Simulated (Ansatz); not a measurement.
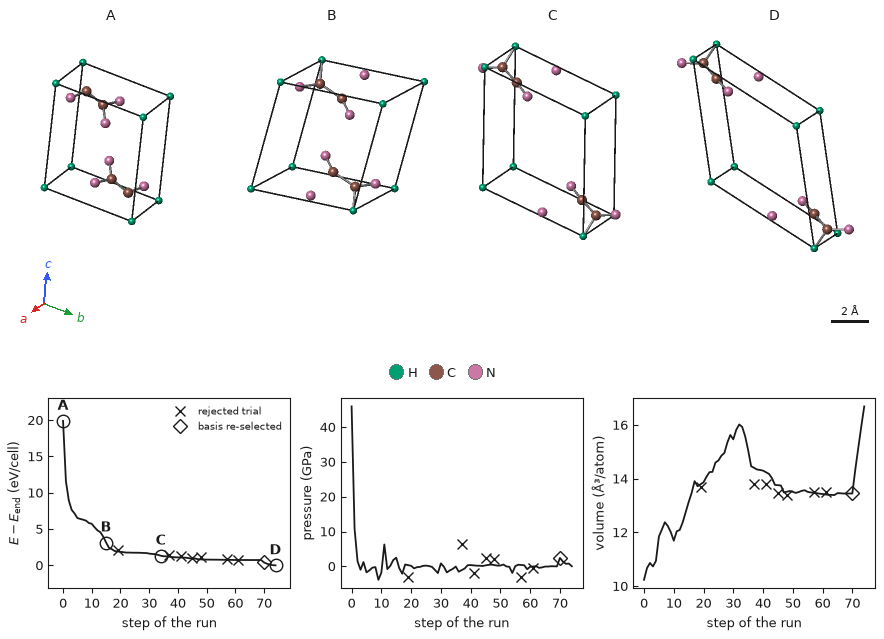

Frames of a relaxation of crystalline HC$_{4}$N$_{6}$ (a generated structure, set up in P-1), marked on the history of the run. The picture is a ball-and-stick view of the cell of the calculation, seen slightly off an axis.

The start is a swapped structure.

Theory: Ansatz, DFT, PAW plane waves, r2SCAN. (plane-wave cutoff 500 eV; k-point mesh 5 × 4 × 4; occupations fermi dirac; smearing width 0.019 eV; mesh shifted by (0.5, 0, 0); no spin polarisation; cell and atoms relaxed; force threshold 0.03 eV/Å; at most 80 steps)

What happens along the run?

The run was cut off at its time limit before the relaxation converged, so the last structure is only a point on the way. The largest moves relative to the cell, 2.86 Å, are those of N atoms. Largest moves by element: N 2.86 Å, C 2.28 Å. H stays in place. The volume changes by +63.1 %, with a 4.494 → 5.694 Å (+26.7 %), b 5.198 → 6.825 Å (+31.3 %), c 5.798 → 6.846 Å (+18.1 %), α 104.6° → 130.7°, β 109.3° → 97.8°, γ 107.2° → 102.1°. Near-neighbour distances that change, for instance: N–N 4.848 → 1.451 Å, C–N 1.202 → 2.977 Å, N–N 2.554 → 1.100 Å, N–N 1.945 → 3.115 Å. New bonds form: C–H (1.81 → 1.36 Å), N–N (2.55 → 1.10 Å), N–N (4.85 → 1.45 Å). Bonds break: C–N (1.20 → 2.98 Å). Among the angles between lasting bonds that change: C–C–N 125.4° → 176.1°, N–C–C 116.2° → 131.0°. The space group stays P-1 (No. 2). Over 66 accepted moves (74 points after the start) the energy falls by 19.904 eV per cell of the calculation. Largest force component: 20 eV/Å at the start, 0.99 eV/Å at the end. Pressure: 45.94 GPa at the start and 0.03 GPa at the end. The line search rejected the trial steps at points 19, 37, 41, 45, 48, 57, 61 of the run. The SCF was repeated once at an unchanged geometry on a basis and grid sized afresh for the cell, which shifted the energy by 0.333 eV per cell of the calculation at most. The run took about 100 core-minutes on a shared host. From step 0 to 15: N atoms move most (1.08 Å), volume +28.3 %, energy −16.758 eV per cell of the calculation. From step 15 to 34: N atoms move most (2.00 Å), volume +18.6 %, energy −1.815 eV per cell of the calculation. From step 34 to 74: N atoms move most (0.75 Å), volume +7.2 %, energy −1.331 eV per cell of the calculation.
